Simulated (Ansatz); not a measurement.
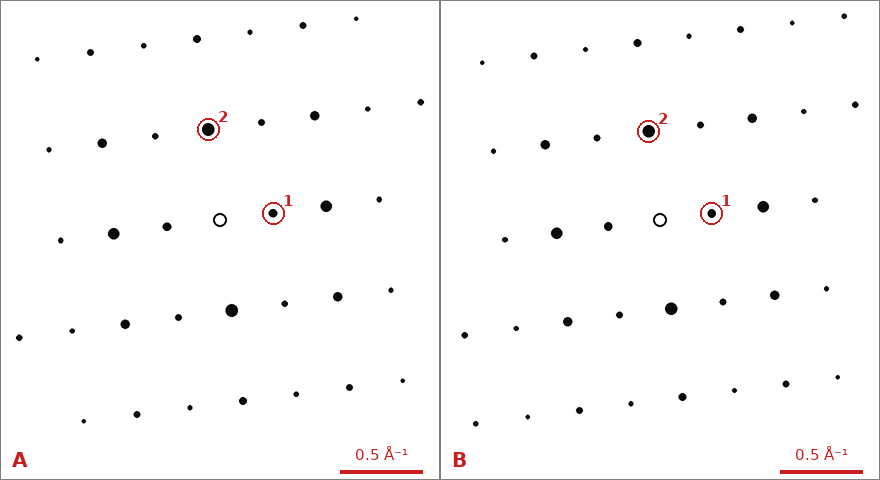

Kinematic electron diffraction patterns (300 kV, B = 0.5 Å², same scale) along [011] of the run's own cell, for the start and the end of one relaxation of CsSc with Ansatz, DFT PBE, scalar-relativistic, plane waves, PAW. k mesh 18×18×18. The start is a generated model structure, and the relaxation ends in the nearest stationary point of its symmetry, not necessarily the ground state. Spot 1 is -1 0 0 and spot 2 is 0 -1 1 in both.

Start structure:

```
CELL_PARAMETERS angstrom
1.78562 1.03093 5.68753
-1.78562 1.03093 5.68753
0.00000 -2.06186 5.68753
ATOMIC_POSITIONS crystal
Cs 0.00000 0.00000 0.00000
Sc 0.50000 0.50000 0.50000
```

> Which pattern belongs to the start structure, and which to the relaxed one?

A is the start: its cell gives d(1) = 3.043 Å, d(2) = 1.786 Å and an angle of 90.0°. B is the relaxed structure, with d(1) = 3.126 Å (+2.7 %), d(2) = 1.825 Å (+2.2 %) and 90.0°.

> Summarise the relaxation behind the change.

The volume changed by +29.0 % to 40.51 Å³ an atom; the fractional coordinates hardly changed; the space group stayed R-3m (No. 166); the free energy fell by 170 meV an atom. Relaxed cell: a = 7.329 Å, b = 7.329 Å, c = 7.329 Å, α = 28.84°, β = 28.84°, γ = 28.84°.
